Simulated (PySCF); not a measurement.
## What a change does: NMR shielding calculation on C₆H₁₂O₄Si

System: C₆H₁₂O₄Si (Si(OAc)2Me2), SMILES CC(=O)O[Si](C)(C)OC(C)=O.
Method of the first run: GIAO wB97X-D/pcSseg-1 NMR shielding, non-relativistic, gas phase (PySCF 2.14.0).

The geometry comes from this level: PBE0-D3(BJ)/def2-SVP. Text and figures count atoms from 1; the logs count them from 0 in places.

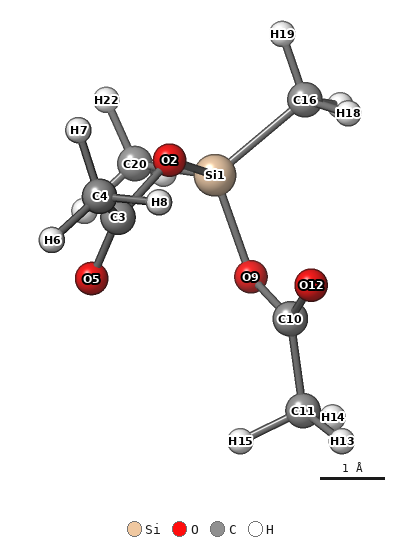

The structure (ball-and-stick view, seen at a tilt; atoms are numbered from 1 in the order of the input). Bond lengths as drawn: C–C 1.50 Å, C–H 1.10 Å, C–O 1.20 to 1.34 Å, C–Si 1.85 Å and O–Si 1.70 Å.

Input, the first run:
```
{"job": {"kind": "nmr", "xc": "wB97X-D", "basis": "pcSseg-1", "pop": false}, "charge": 0, "multiplicity": 1}
Si    -0.936784     0.045021    -0.634692
O     -0.931392    -0.175803     1.054068
C     -0.065426    -0.984789     1.680083
C     -0.103409    -0.810939     3.166591
O      0.663086    -1.738389     1.085730
H      0.529238    -1.562012     3.651606
H     -1.137990    -0.875971     3.531732
H      0.263588     0.199281     3.403815
O      0.655914     0.192634    -1.222229
C      1.613163     0.892097    -0.597414
C      2.961226     0.681242    -1.214624
O      1.390448     1.585204     0.362510
H      3.694623     1.354617    -0.757974
H      2.912046     0.835414    -2.301567
H      3.257401    -0.365407    -1.046500
C     -1.867038     1.622338    -0.899270
H     -1.909747     1.880530    -1.968231
H     -1.363895     2.437069    -0.357958
H     -2.897468     1.535958    -0.522008
C     -1.616242    -1.454444    -1.479597
H     -1.615835    -1.324661    -2.572549
H     -2.648025    -1.655801    -1.154126
H     -0.990223    -2.323547    -1.229136
```

The first line tells a small driver script what to run in PySCF; the rest is the geometry in Å.

Launched with:
```bash
OMP_NUM_THREADS=2 python <driver script> task.json out
```

Hardware: 2 CPU threads, shared host.

Output (the first run):
```
coarse grid: 19928 points
cycle   1  E = -825.6968873591  dE =  1.886e+00  |g| = 1.397e+00  |ddm| = 4.177e+00
cycle   2  E = -825.5185348530  dE =  1.784e-01  |g| = 1.804e+00  |ddm| = 1.863e+00
cycle   3  E = -826.0563402839  dE = -5.378e-01  |g| = 1.871e-01  |ddm| = 1.070e+00
cycle   4  E = -826.0616539288  dE = -5.314e-03  |g| = 8.710e-02  |ddm| = 1.459e-01
cycle   5  E = -826.0628982315  dE = -1.244e-03  |g| = 1.813e-02  |ddm| = 6.056e-02
cycle   6  E = -826.0629730371  dE = -7.481e-05  |g| = 4.707e-03  |ddm| = 1.695e-02
cycle   7  E = -826.0629798647  dE = -6.828e-06  |g| = 9.870e-04  |ddm| = 6.521e-03
final grid: 188472 points
cycle   8  E = -826.1704531267  dE = -2.598e-04  |g| = 5.572e-03  |ddm| = 4.370e-02
cycle   9  E = -826.1704581068  dE = -4.980e-06  |g| = 4.008e-03  |ddm| = 8.415e-03
cycle  10  E = -826.1704610197  dE = -2.913e-06  |g| = 1.220e-03  |ddm| = 2.917e-03
cycle  11  E = -826.1704612352  dE = -2.155e-07  |g| = 6.853e-04  |ddm| = 1.282e-03
cycle  12  E = -826.1704613240  dE = -8.879e-08  |g| = 1.145e-04  |ddm| = 5.261e-04
cycle  13  E = -826.1704613266  dE = -2.659e-09  |g| = 5.031e-05  |ddm| = 1.305e-04
cycle  14  E = -826.1704613272  dE = -5.896e-10  |g| = 1.412e-05  |ddm| = 5.876e-05
converged SCF energy = -826.1704613272

GIAO shielding tensors (ppm)
atom      isotropic    diamagn.    paramagn.     s11        s22        s33       span
  0 Si     338.942     886.357    -547.415    302.796    305.067    408.964    106.168
  1 O      108.102     410.188    -302.086    -33.961    163.125    195.141    229.101
  2 C        7.153     252.883    -245.730    -98.597     47.122     72.933    171.530
  3 C      160.461     249.793     -89.332    137.925    151.807    191.651     53.725
  4 O     -127.620     408.963    -536.583   -391.470   -238.887    247.497    638.968
  5 H       29.747      27.776       1.970     25.544     28.022     35.674     10.129
  6 H       29.343      28.557       0.786     25.427     28.611     33.991      8.564
  7 H       29.014      30.143      -1.128     25.368     28.625     33.051      7.684
  8 O      108.742     410.233    -301.490    -32.727    162.362    196.591    229.317
  9 C        7.415     252.794    -245.379    -98.297     47.744     72.798    171.095
 10 C      160.405     249.776     -89.371    137.663    151.896    191.656     53.993
 11 O     -127.550     409.037    -536.588   -392.600   -237.563    247.513    640.113
 12 H       29.736      27.766       1.971     25.526     28.036     35.647     10.122
 13 H       29.349      28.603       0.745     25.417     28.646     33.982      8.565
 14 H       29.030      30.047      -1.017     25.417     28.565     33.108      7.692
 15 C      186.130     259.652     -73.522    179.607    186.180    192.604     12.997
 16 H       31.329      31.188       0.141     27.223     28.592     38.173     10.950
 17 H       30.455      34.089      -3.634     25.634     29.040     36.691     11.057
 18 H       31.195      31.352      -0.157     27.082     28.422     38.083     11.001
 19 C      186.007     259.711     -73.704    179.523    185.976    192.521     12.998
 20 H       31.190      31.410      -0.220     27.077     28.413     38.078     11.001
 21 H       31.333      31.168       0.165     27.243     28.593     38.164     10.920
 22 H       30.385      34.106      -3.721     25.497     29.049     36.611     11.114
```

The input of the second run differs as follows (lines with − go, lines with + come):
```diff
-"xc": "wB97X-D"
+"xc": "PBE0"
-"pop": false
```

Predict how the results change.

The total energies belong to different methods, so their difference says nothing on which is more stable or more accurate. The HOMO goes from −9.83 to −7.88 eV. The LUMO goes from 1.98 to 0.13 eV. Of all shieldings, the largest change is that of O2, O9 and O12, by −4.5 ppm. The functional changes from wB97X-D to PBE0. The number of SCF iterations is the same.

Output (the second run):
```
coarse grid: 19928 points
cycle   1  E = -825.1845355902  dE =  1.624e+00  |g| = 1.339e+00  |ddm| = 4.260e+00
cycle   2  E = -824.6536397401  dE =  5.309e-01  |g| = 2.180e+00  |ddm| = 2.267e+00
cycle   3  E = -825.4948320180  dE = -8.412e-01  |g| = 3.611e-01  |ddm| = 1.573e+00
cycle   4  E = -825.5187216142  dE = -2.389e-02  |g| = 9.318e-02  |ddm| = 2.792e-01
cycle   5  E = -825.5199134171  dE = -1.192e-03  |g| = 3.600e-02  |ddm| = 7.011e-02
cycle   6  E = -825.5201903565  dE = -2.769e-04  |g| = 4.630e-03  |ddm| = 2.615e-02
cycle   7  E = -825.5201944689  dE = -4.112e-06  |g| = 1.202e-03  |ddm| = 3.824e-03
final grid: 188472 points
cycle   8  E = -825.6250606117  dE = -1.598e-05  |g| = 1.796e-02  |ddm| = 2.692e-02
cycle   9  E = -825.6249751863  dE =  8.543e-05  |g| = 2.821e-02  |ddm| = 2.747e-02
cycle  10  E = -825.6251188011  dE = -1.436e-04  |g| = 3.158e-03  |ddm| = 1.736e-02
cycle  11  E = -825.6251206525  dE = -1.851e-06  |g| = 4.870e-04  |ddm| = 2.080e-03
cycle  12  E = -825.6251206904  dE = -3.788e-08  |g| = 1.510e-04  |ddm| = 3.911e-04
cycle  13  E = -825.6251206952  dE = -4.811e-09  |g| = 2.526e-05  |ddm| = 1.275e-04
cycle  14  E = -825.6251206953  dE = -1.123e-10  |g| = 1.197e-05  |ddm| = 2.943e-05
converged SCF energy = -825.6251206953

GIAO shielding tensors (ppm)
atom      isotropic    diamagn.    paramagn.     s11        s22        s33       span
  0 Si     338.220     886.254    -548.034    302.567    304.620    407.472    104.905
  1 O      103.612     409.398    -305.786    -37.837    159.742    188.932    226.769
  2 C        8.274     252.920    -244.646    -96.617     49.067     72.371    168.988
  3 C      161.239     250.067     -88.828    138.898    152.466    192.353     53.455
  4 O     -132.029     408.244    -540.272   -394.988   -242.863    241.765    636.753
  5 H       29.655      27.766       1.889     25.471     27.906     35.587     10.117
  6 H       29.223      28.478       0.745     25.280     28.490     33.899      8.619
  7 H       28.898      30.014      -1.117     25.218     28.511     32.963      7.745
  8 O      104.238     409.446    -305.208    -36.639    159.026    190.326    226.965
  9 C        8.543     252.825    -244.282    -96.314     49.713     72.229    168.543
 10 C      161.187     250.043     -88.856    138.645    152.555    192.362     53.717
 11 O     -132.026     408.321    -540.347   -396.324   -241.547    241.792    638.116
 12 H       29.644      27.751       1.893     25.451     27.920     35.562     10.110
 13 H       29.228      28.522       0.705     25.269     28.525     33.890      8.621
 14 H       28.913      29.917      -1.005     25.266     28.452     33.020      7.754
 15 C      186.225     259.336     -73.111    179.415    186.172    193.089     13.674
 16 H       31.228      31.066       0.162     27.129     28.483     38.073     10.944
 17 H       30.336      33.811      -3.475     25.486     28.901     36.621     11.135
 18 H       31.090      31.225      -0.135     26.967     28.303     37.999     11.033
 19 C      186.099     259.389     -73.291    179.327    185.972    192.997     13.670
 20 H       31.084      31.279      -0.195     26.963     28.294     37.995     11.032
 21 H       31.231      31.046       0.185     27.149     28.483     38.063     10.914
 22 H       30.266      33.824      -3.558     25.347     28.910     36.541     11.194
```

The two runs side by side:

| quantity | the first run | the second run |
| --- | --- | --- |
| outcome | converged | converged |
| total energy (hartree) | −826.170461 | −825.625121 |
| HOMO (eV) | −9.83 | −7.88 |
| LUMO (eV) | 1.98 | 0.13 |
| dipole moment (D) | 1.77 | 1.78 |
| shielding of O2 (ppm) | 108.1 | 103.6 |
| shielding of C3 (ppm) | 7.2 | 8.3 |
| shielding of O5 (ppm) | −127.6 | −132.0 |
| shielding of O9 (ppm) | 108.7 | 104.2 |
| shielding of C10 (ppm) | 7.4 | 8.5 |
| shielding of C11 (ppm) | 160.4 | 161.2 |
| shielding of O12 (ppm) | −127.6 | −132.0 |
| SCF iterations | 14 | 14 |
| basis functions | 254 | 254 |
| wall time (shared host) | 2 min | 2 min |
